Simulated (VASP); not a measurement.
# Which magnetic order does Cr (Chromium) take?, part 2 of 2

Is Cr (Chromium) a ferromagnet or an antiferromagnet at this level? The start is a cell from a database of measured crystal structures.

VASP 6.6.1, plane waves and PAW; the level of theory is named at each step.

So far. Step 2 (Magnetic order, 1 atoms, start order ferro): The largest moment at the end is 0.00 μB, and the moments of the cell sum to 0.00 μB.

## 3. Magnetic order, 2 atoms, start order antiferro q=(1/2,1/2,1/2) (continued)

Level of this step: PBE, spin-polarised, from moments of both signs; plane waves and PAW (Cr_pv) (VASP).

Spin moment in the PAW sphere by atom:

| atom | spin moment in the PAW sphere (μB) |
| --- | --- |
| Cr1 | 1.21 |
| Cr2 | -1.21 |

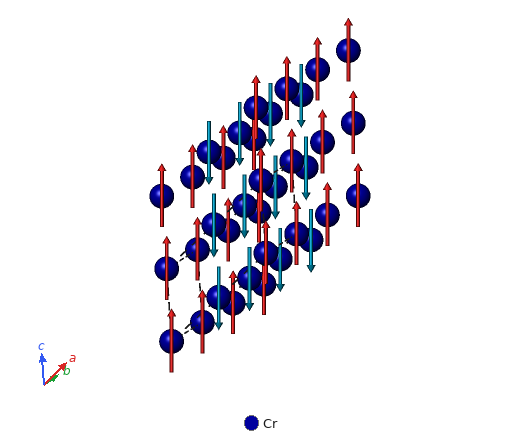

Spin moment in the PAW sphere as arrows, the longest 1.21 μB. Up and down stand for the sign. Arrows give size and sign along the axis of quantisation, drawn up and down the page. The two directions have two colours. 1×3×2 cells are drawn. Some periodic images of atoms are drawn too.

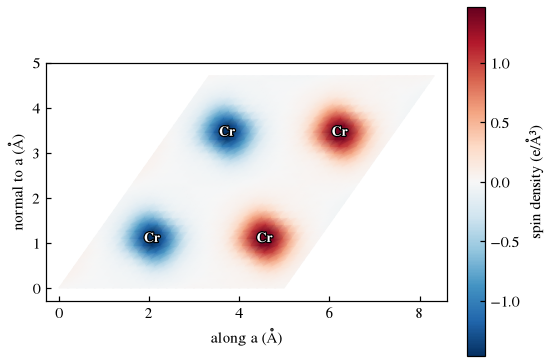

Spin density in the ac plane at fractional y = 0.000, with atoms of Cr within 0.2 Å of it. The map starts off the cell's origin, so that atoms lie inside it.

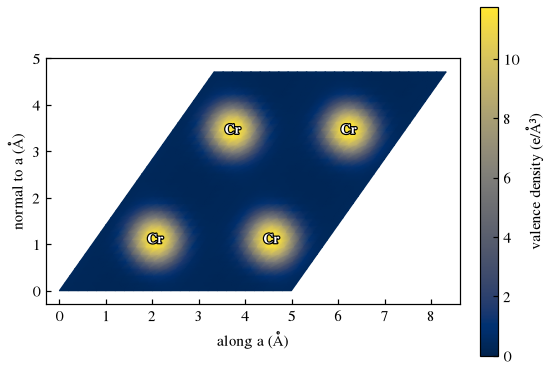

Valence density in the ac plane at fractional y = 0.000, with atoms of Cr within 0.2 Å of it. It is the smooth field of the valence electrons, not physical close to the nuclei. The map starts off the cell's origin, so that atoms lie inside it.

The largest moment at the end is 1.21 μB, and the moments of the cell sum to 0.00 μB.

## 4. Magnetic order, 2 atoms, start order antiferro q=(0,0,1/2)

Input file INCAR:

```
SYSTEM = Cr
PREC = Accurate
ENCUT = 350
EDIFF = 1E-06
NELM = 150
ISMEAR = -1
SIGMA = 0.05
LREAL = .FALSE.
ALGO = Normal
GGA = PE
ISPIN = 2
MAGMOM = 2.5 -2.5
LMAXMIX = 4
LORBIT = 11
LWAVE = .FALSE.
LCHARG = .FALSE.
KPAR = 4
AMIX = 0.2
BMIX = 1E-04
AMIX_MAG = 0.8
BMIX_MAG = 1E-04
```

Input file POSCAR:

```
Cr
1.0
   -1.4419500000      1.4419500000      1.4419500000
    1.4419500000     -1.4419500000      1.4419500000
    2.8839000000      2.8839000000     -2.8839000000
Cr
2
Direct
    0.0000000000      0.0000000000      0.0000000000
    0.0000000000      0.0000000000      0.5000000000
```

Input file KPOINTS:

```
Automatic mesh
0
Gamma
16 16 8
0 0 0
```

The projector-augmented-wave data sets are Cr_pv (PBE family, release 64).

Launch:

```console
mpirun -np 4 vasp_std
```

What it wrote:

```text
[... set-up lines as in an earlier step ...]
 entering main loop
       N       E                     dE             d eps       ncg     rms          rms(c)
DAV:   1     0.180088536676E+03    0.18009E+03   -0.11865E+04 22296   0.140E+03
DAV:   2    -0.146925074271E+02   -0.19478E+03   -0.19343E+03 22448   0.429E+02
DAV:   3    -0.210767563050E+02   -0.63842E+01   -0.62936E+01 27992   0.885E+01
DAV:   4    -0.211619105626E+02   -0.85154E-01   -0.85107E-01 26088   0.102E+01
[...]
DAV:  13    -0.190090439884E+02   -0.15656E-04   -0.48746E-04 30952   0.216E-01    0.183E-02
DAV:  14    -0.190090469065E+02   -0.29181E-05   -0.18102E-05 25400   0.498E-02    0.116E-02
DAV:  15    -0.190090466832E+02    0.22324E-06   -0.47360E-06 20904   0.271E-02
   1 F= -.19009047E+02 E0= -.19003451E+02  d E =-.111919E-01  mag=     0.0000
```

Wall time 25 s (4 MPI ranks of Intel Xeon 6975P-C (Granite Rapids), shared host); peak memory 0.81 GiB; 94 s of CPU time.

From OUTCAR (step 4):

```text
  Total       -1.5084602     -1.5084602     -1.5089408      0.0004868      0.0000000      0.0000000
  in kB     -100.7636427   -100.7636427   -100.7957461      0.0325199      0.0000000      0.0000000
  external PRESSURE =    -100.7743439 kB  Pullay stress =       0.0000000 kB

 POSITION                                       TOTAL-FORCE (eV/Angst)
 -----------------------------------------------------------------------------------
      0.00000      0.00000      0.00000        -0.000000     -0.000000      0.000000
      1.44195      1.44195     -1.44195         0.000000      0.000000     -0.000000
 -----------------------------------------------------------------------------------
    total drift:                                0.000000      0.000000      0.000000

  FREE ENERGIE OF THE ION-ELECTRON SYSTEM (eV)
  ---------------------------------------------------
  free  energy   TOTEN  =       -19.0090466832 eV

  energy  without entropy=      -18.9978547862  energy(sigma->0) =      -19.00345073

 magnetization (x)
# of ion       s       p       d       tot
------------------------------------------
    1        0.000   0.000   0.001   0.001
    2       -0.000  -0.000  -0.001  -0.001
--------------------------------------------------
tot          0.000   0.000   0.000   0.000

[... 3 further parts left out ...]
[key lines of the parts left out:]
E-fermi :  10.4182
```

The largest moment at the end is 0.00 μB, and the moments of the cell sum to 0.00 μB.

## 5. Summary

This step: collinear magnetic orders, PBE; plane waves and PAW (VASP 6.6.1).

No new run; the numbers come from the runs before.

Numbers from this step:

| Quantity | Value |
| --- | --- |
| mean moment in the lowest run | 1.212 μB |

Orders, by row:

| order | signs | energy above the lowest (meV/magnetic atom) | total moment (μB) | mean moment on carriers (μB) | gap on the mesh (eV) | signs at the end, of the atoms given a moment |
| --- | --- | --- | --- | --- | --- | --- |
| ferro | + | 21.34 | 0.001786 | 0.001 | 0 | 0 |
| antiferro q=(1/2,1/2,1/2) | +- | 0 | 0 | 1.212 | 0 | +- |
| antiferro q=(0,0,1/2) | +- | 21.32 | 0 | 0.001 | 0 | 00 |

## 6. Outcome

* lowest order: antiferro q=(1/2,1/2,1/2)
* mean moment in the lowest run: 1.21 μB

The lowest run started as antiferro q=(1/2,1/2,1/2) and holds 1.21 μB on average over the atoms that were given a moment; the next state, from antiferro q=(0,0,1/2), lies 21.3 meV a magnetic atom higher. It ends with the signs +- and a net moment of 0.00 μB a cell: opposed moments that cancel. The starts ferro and antiferro q=(0,0,1/2) ended with other signs than typed, or lost moments. The cell was not relaxed for each state; their pressures run from -10.1 to -4.3 GPa, which can move the order. Only these collinear orders were tried, and their comparison leaves spin-orbit coupling out.

[Lines on the potential files, build, host, timing and source positions are cut from VASP's logs without a mark.]

[Logs are printed without paths, hosts, clocks, repeated set-up lines and the standing remarks that a program may print on its own settings, such as how far it seeks lower states.]

[Hosts, paths, dates, database ids (printed as entryN), source tags and the programs' standing remarks are cut or masked in the printed files.]

[Runs that stopped without an error message from VASP are left out.]
